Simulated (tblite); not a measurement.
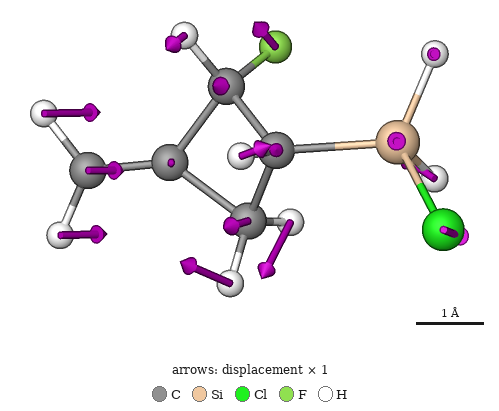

A relaxation of C5H8ClFSi. The starting structure is drawn; purple arrows show the displacements, at their true length. The two geometries are superimposed by the best rigid fit.

Style: ball-and-stick. Shown at a tilt.

These are results of GFN2-xTB geometry optimisation, gas phase in tblite 0.8.0, not measurements. 

Q: Describe the change and its energy.

A: An H atom moves most after the best rigid fit: 1.39 Å. By element the largest moves are H 1.39 Å, Cl 1.12 Å, C 0.81 Å, F 0.79 Å, Si 0.46 Å. Among the contacts that change: Cl–Si 2.115 → 2.020 Å, C–Si 1.833 → 1.904 Å, C–C 1.512 → 1.548 Å, H–Si 1.490 → 1.459 Å. Among the angles between lasting bonds that change: H–C–H 119.0° → 108.4°, C–C–H 107.0° → 115.4°, C–Si–H 116.8° → 109.9°. Groups turn about C–C by about 45°, C–C by about 40°, C–C by about 40°. After 105 geometry steps the energy has fallen by 16.2 kcal/mol. The run took 0.75 s on 1 thread of Arm Neoverse V2 (shared host).
